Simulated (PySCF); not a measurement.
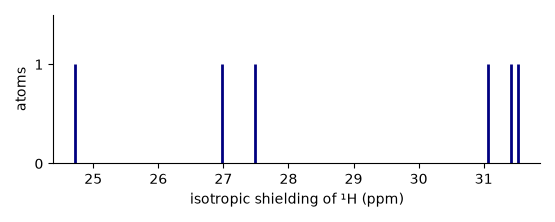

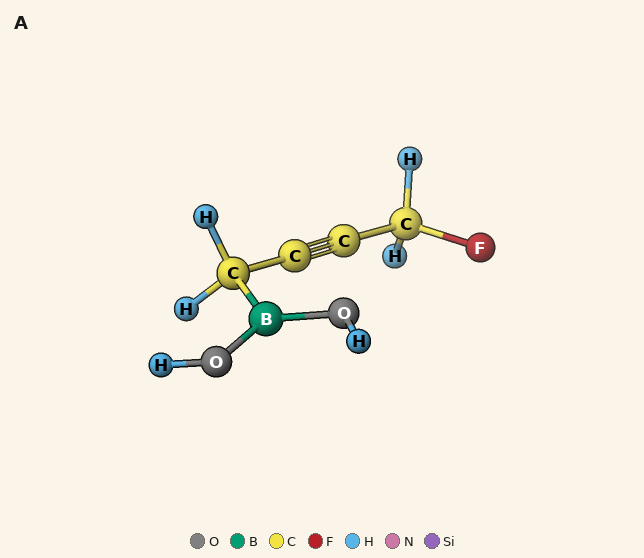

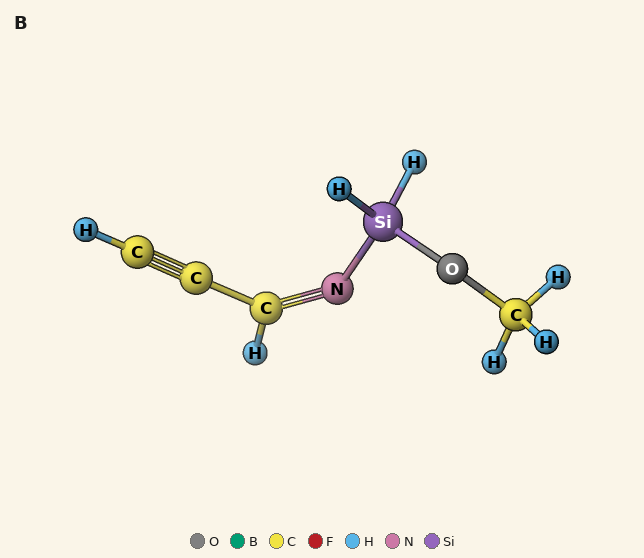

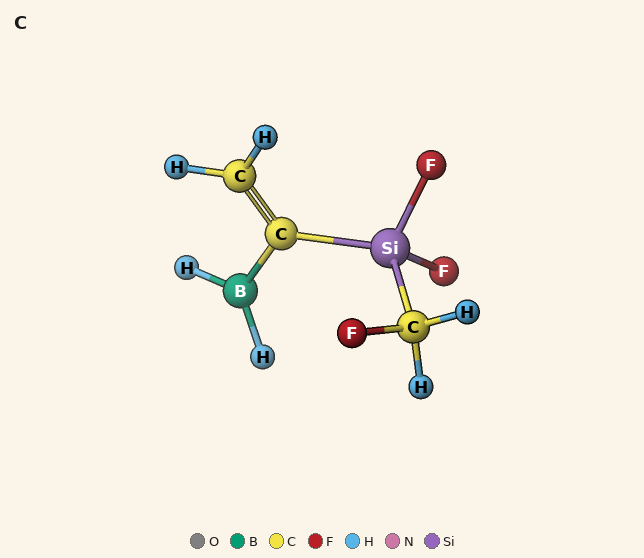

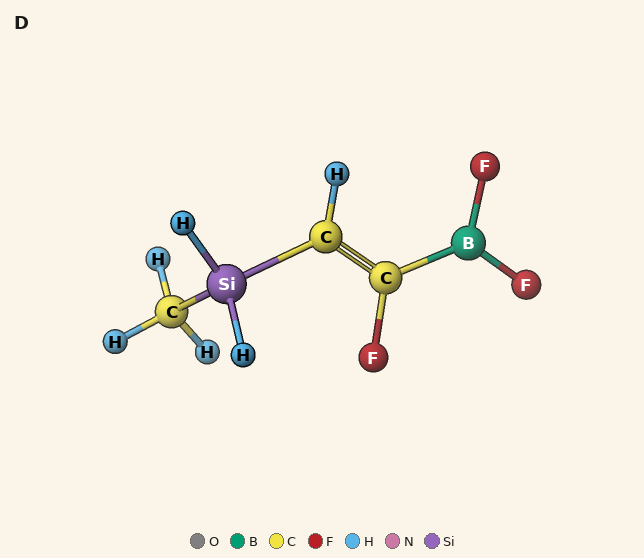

The sticks are computed shieldings of one of the molecules, for one fixed geometry (GFN2-xTB) without averaging over rotations. Low shielding means a high chemical shift. Method: GIAO PBE0/pcSseg-1 NMR shielding, non-relativistic, gas phase (PySCF 2.14.0).

### Which molecule gives this pattern?

D, `C[SiH2]/C=C(\F)B(F)F`. Its 6 H atoms give lines at 24.72, 26.98, 27.49, 31.07, 31.42, 31.53 ppm.

The geometry is semi-empirical. Around B, Si such bond lengths and angles can be off by a tenth of an ångström or more and by several degrees, and values that hang on the shape move with them.
